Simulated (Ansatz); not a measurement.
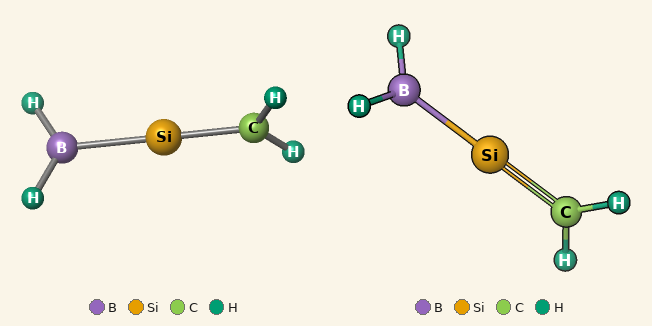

Two views of one molecule.

Charge 0, doublet. Computed geometry: PBE0-D4/def2-TZVP optimisation. No frequency run is at hand to confirm it as a minimum.

Description:

Formula CH4BSi. As SMILES it reads `B[Si]=C`. It has no ring. Among its groups: B–H bond. This geometry has C2v symmetry. It is an open-shell species. Coordination: 1 B trigonal planar; 1 Si linear; 1 C trigonal planar.

The parts below concern this one geometry. Atoms keep their numbers from picture to picture.

Geometry

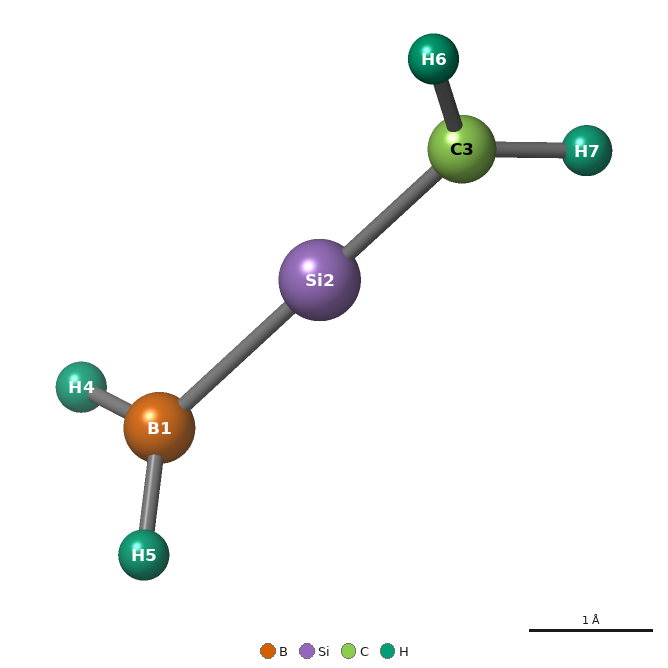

Numbered structure. No frequency run is at hand to confirm it as a minimum.

Estimate the angles Si2–B1–H4, H4–B1–H5, B1–Si2–C3, Si2–C3–H6, H6–C3–H7.

```tsv
angle	degrees
Si2–B1–H4	117.9
H4–B1–H5	124.3
B1–Si2–C3	179.9
Si2–C3–H6	121.8
H6–C3–H7	116.3
```

Dipole moment

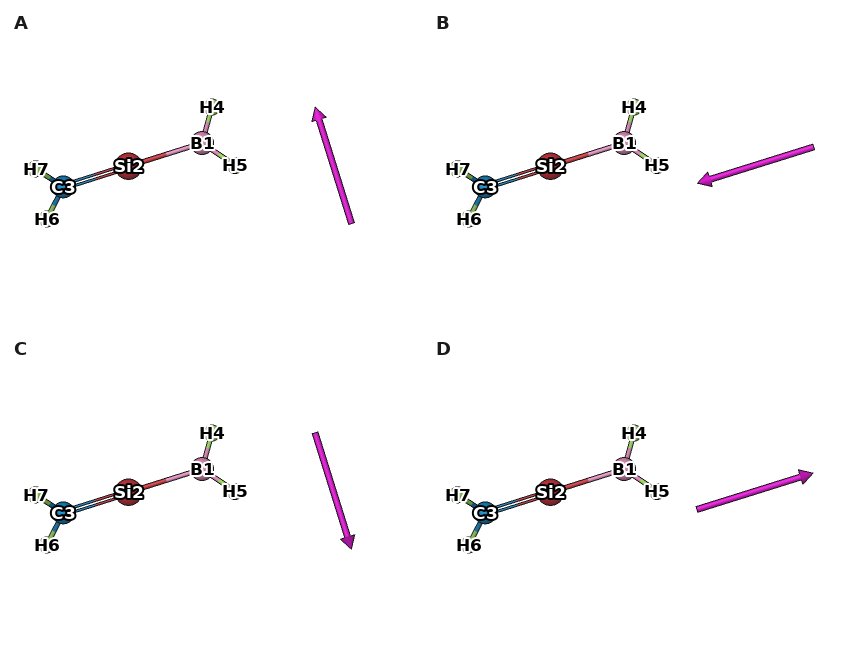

The same molecule four times, each with an arrow. No frequency run is at hand to confirm it as a minimum. Properties computed with UKS PBE0-D4/def2-TZVP (Ansatz 0.2.0).

Question: Which arrow points along the dipole moment, from the negative to the positive end?

Answer: B. The dipole moment is 0.54 D; it points from the side of H4, H5 to the side of H6, H7 (the outermost atoms at the two ends).

Electronic properties

No frequency run is at hand to confirm it as a minimum. Level of theory: UKS PBE0-D4/def2-TZVPP (Ansatz 0.2.0).

Question: Give the HOMO energy (Kohn–Sham orbital) at this level.

Answer: −6.53 eV.

Question: Estimate the ⟨S²⟩ of the determinant.

Answer: 0.758.

Question: Estimate the dispersion correction.

Answer: −9.1 kJ/mol.

Charges

The questions are on Mulliken charges. No frequency run is at hand to confirm it as a minimum. Properties computed with UKS PBE0-D4/def2-TZVP (Ansatz 0.2.0).

Give the Mulliken charges atom by atom.

```json
{"atom": "B1", "value (e)": "−0.16"}
{"atom": "Si2", "value (e)": "0.22"}
{"atom": "C3", "value (e)": "−0.48"}
{"atom": "H4", "value (e)": "0.05"}
{"atom": "H5", "value (e)": "0.05"}
{"atom": "H6", "value (e)": "0.16"}
{"atom": "H7", "value (e)": "0.16"}
```

Mulliken values depend strongly on the basis set and can even reverse the polarity of a bond.
